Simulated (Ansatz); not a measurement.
**BNH4 (BH2(NH2)): BLYP/STO-3G**

What is the energy change on altering one bond length of BNH4 (BH2(NH2)) at BLYP/STO-3G? 

The results are computed with Ansatz 0.2.0.

55 further runs of the same task are left out: 55 set aside as unsound or not needed.

### 1 The system as given

BNH4 has 6 atoms, charge 0, and is taken as a singlet. SMILES: `[H]B([H])N`. Geometry: relaxed at GFN2-xTB.

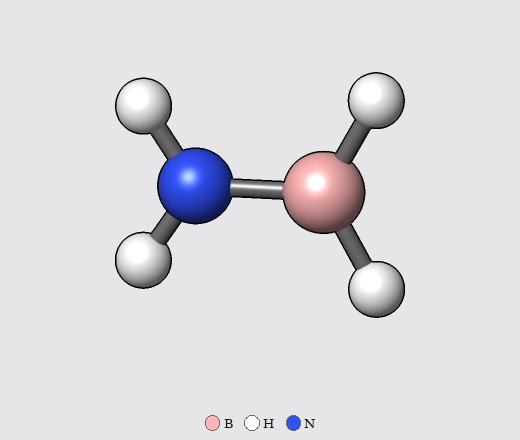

The structure, seen from a chosen angle (boron pink, hydrogen white, nitrogen blue).

### 2 A single-point energy at BLYP/STO-3G

The input, job.yaml:

```yaml
crystal:
  periodic: [false, false, false]
  atoms:
    - {symbol: B, position_ang: [0.341950, 0.595150, 0.003650]}
    - {symbol: H, position_ang: [1.330110, 0.674300, 0.627440]}
    - {symbol: H, position_ang: [-0.078600, 1.496820, -0.614110]}
    - {symbol: "N", position_ang: [-0.345390, -0.598720, -0.003870]}
    - {symbol: H, position_ang: [-1.199300, -0.750580, -0.515060]}
    - {symbol: H, position_ang: [-0.048780, -1.416960, 0.501960]}
basis:
  gaussian: {orbitals: STO-3G}
magnetization: {spin_polarized: false, initial_magnetization: 0}
hamiltonian: {xc: {name: BLYP}}
accuracy: high
```

Launch:

```bash
ansatz run job.yaml --threads 1 --pin off --max-ram 2610MiB --events-out events.jsonl --progress --plain --runs-dir runs
```

Output:

```text
Warning: RAYON_NUM_THREADS=1 ignored (pool sized by the plan → 1); use --threads N
Functional definition: BLYP
  name "BLYP"
  parameter beta = 0.0042
  parameter a = 0.04918
  parameter b = 0.132
  parameter c = 0.2533
  parameter d = 0.349
  exchange = b88_x(beta = beta)
  correlation = lyp_c(a = a, b = b, c = c, d = d)
230 factors; integrals over basis functions are off by at most 7.7e-9 eV
mean field evaluation 1: about -2202.1788 eV, gradient 8.9e0 eV
mean field evaluation 2: about -2202.0990 eV, gradient 1.1e1 eV
mean field evaluation 4: about -2202.4300 eV, gradient 1.4e-1 eV
mean field evaluation 8: about -2202.3703 eV, gradient 1.4e-2 eV
mean field evaluation 16: about -2202.3703 eV, gradient 1.5e-8 eV
mean field -2202.37031986 eV, -80.9356164348 hartree, gradient 1.5e-8 eV, S^2 0.000000; 0 other end points of the search recorded, 0 dependent functions left out
reference -2202.37035574 eV, -80.9356177531 hartree; 8, 8 occupied and 6, 6 virtual orbitals, 230 factors
Total energy: -2202.37035574 eV, -80.9356177531 hartree
```

It took 0.8 s on 1 thread of Arm Neoverse V1, shared host.

### 3 The distorted shape, same level

The input, molecule.yaml:

```yaml
crystal:
  periodic: [false, false, false]
  atoms:
    - {symbol: B, position_ang: [0.094884, 0.575360, -0.152314]}
    - {symbol: H, position_ang: [1.330110, 0.674300, 0.627440]}
    - {symbol: H, position_ang: [-0.325666, 1.477030, -0.770074]}
    - {symbol: N, position_ang: [-0.592456, -0.618510, -0.159834]}
    - {symbol: H, position_ang: [-1.446366, -0.770370, -0.671024]}
    - {symbol: H, position_ang: [-0.295846, -1.436750, 0.345996]}
basis:
  gaussian:
    orbitals: STO-3G
hamiltonian:
  xc: {name: BLYP}
accuracy: high
```

Launch:

```bash
ansatz run molecule.yaml --threads 1 --pin off --max-ram 2610MiB --events-out events.jsonl --progress --plain --runs-dir runs
```

Output (excerpt; [...] marks lines left out):

```text
Warning: RAYON_NUM_THREADS=1 ignored (pool sized by the plan → 1); use --threads N
[... 9 set-up lines as earlier in the session ...]
230 factors; integrals over basis functions are off by at most 9.7e-9 eV
mean field evaluation 1: about -2201.3063 eV, gradient 1.0e1 eV
mean field evaluation 2: about -2201.0507 eV, gradient 1.4e1 eV
mean field evaluation 4: about -2201.6288 eV, gradient 3.8e-1 eV
mean field evaluation 8: about -2201.5517 eV, gradient 1.7e-3 eV
mean field evaluation 16: about -2201.5517 eV, gradient 6.8e-9 eV
mean field -2201.55173437 eV, -80.9055339728 hartree, gradient 6.8e-9 eV, S^2 0.000000; 0 other end points of the search recorded, 0 dependent functions left out
reference -2201.55177074 eV, -80.9055353094 hartree; 8, 8 occupied and 6, 6 virtual orbitals, 230 factors
Total energy: -2201.55177074 eV, -80.9055353094 hartree
```

It took 0.82 s on 1 thread of Arm Neoverse V1, shared host.

### 4 Outcome

Level: BLYP/STO-3G.

| quantity | value |
| --- | --- |
| first shape: total energy | -80.93562 Eh |
| distorted shape: total energy | -80.90554 Eh |
| energy change with the B1–H2 bond stretched from 1.171 to 1.464 Å | 0.819 eV |

**Reading.** With the B1–H2 bond stretched from 1.171 to 1.464 Å the energy rises by 0.82 eV (18.9 kcal/mol). The first shape isn't relaxed at this level, so the change isn't measured from a minimum. The minimal basis adds a large error of its own.
